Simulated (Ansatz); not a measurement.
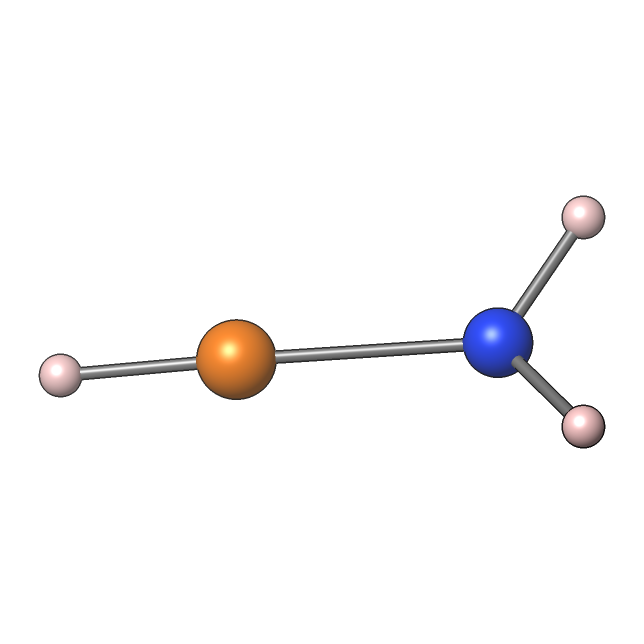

Ball-and-stick drawing of a structure. Every bond is drawn as one stick, whatever its order. Colours: magnesium orange, silicon blue, hydrogen pink.

The species is neutral and a spin doublet. Computed geometry: PBE0-D4/def2-TZVP optimisation. No frequency run is at hand to confirm it as a minimum.

What does the picture show?

The molecule is H3MgSi. It is an open-shell species. Coordination, clear cases only: 1 Mg linear.

More results for the same structure follow; atom numbers are the same in all pictures, views and colours differ.

Shape

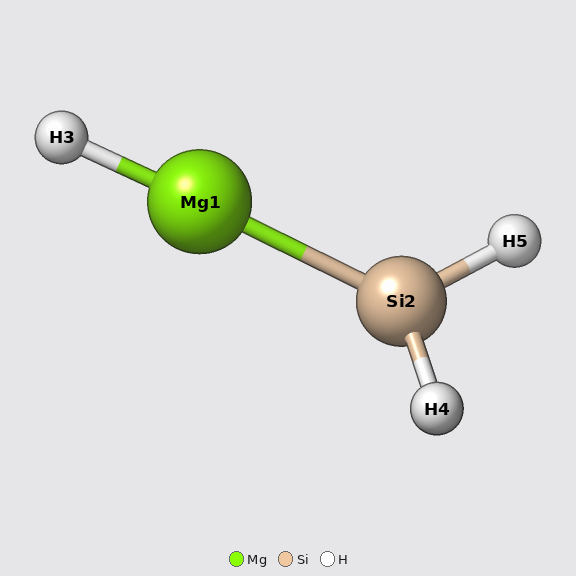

Numbered structure. No frequency run is at hand to confirm it as a minimum.

Estimate the angles Si2–Mg1–H3, Mg1–Si2–H4, H4–Si2–H5.

```csv
angle,degrees
Si2–Mg1–H3,177.4
Mg1–Si2–H4,124.8
H4–Si2–H5,106.8
```

Electronic properties

No frequency run is at hand to confirm it as a minimum. Method: UKS PBE0-D4/def2-TZVPP (Ansatz 0.2.0).

Predict the main results.

- HOMO energy (Kohn–Sham orbital): −5.53 eV
- ⟨S²⟩ of the determinant: 0.757

Dipole moment

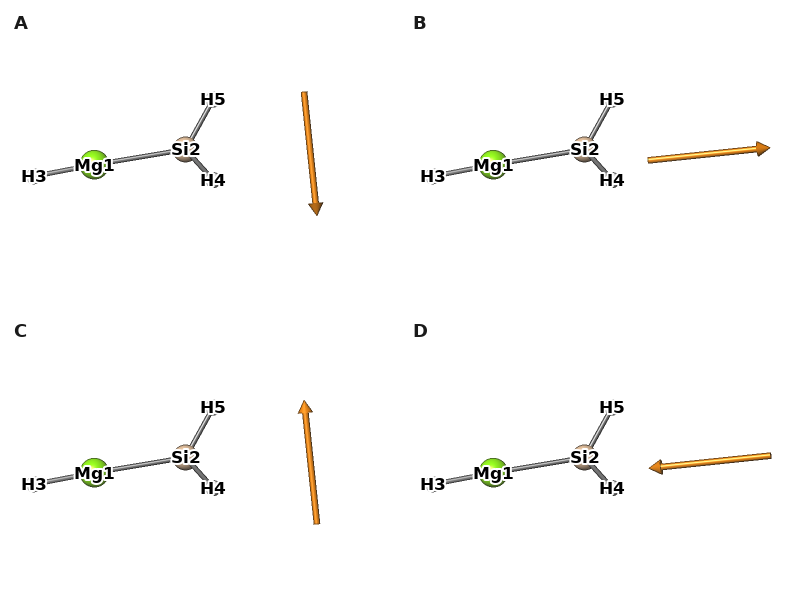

The same molecule four times, each with an arrow. No frequency run is at hand to confirm it as a minimum. Properties computed with UKS PBE0-D4/def2-TZVP (Ansatz 0.2.0).

> Which arrow points along the dipole moment, from the negative to the positive end?

D. The dipole moment is 0.39 D; it points from the side of H4, H5 to the side of H3 (the outermost atoms at the two ends).

Charges

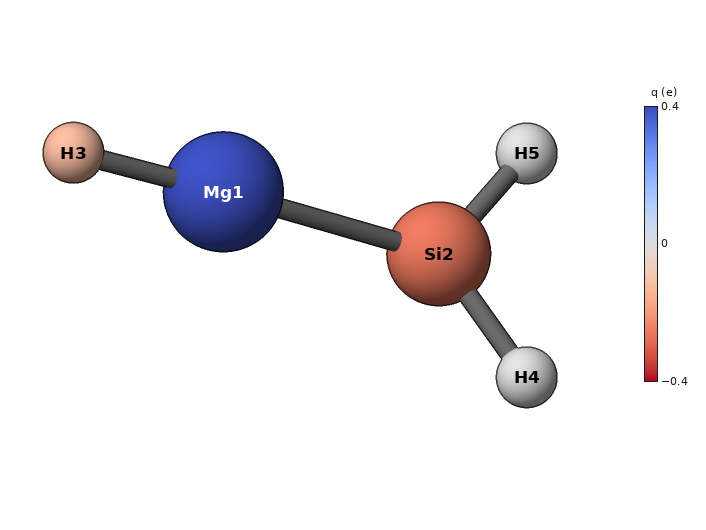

Atoms are coloured by their Mulliken charges. No frequency run is at hand to confirm it as a minimum. Level of theory: UKS PBE0-D4/def2-TZVP (Ansatz 0.2.0).

List the Mulliken charges.

| atom | value (e) |
| --- | --- |
| Mg1 | 0.39 |
| Si2 | −0.26 |
| H3 | −0.13 |
| H4 | 0.00 |
| H5 | 0.00 |

Mulliken values depend strongly on the basis set and can even reverse the polarity of a bond.
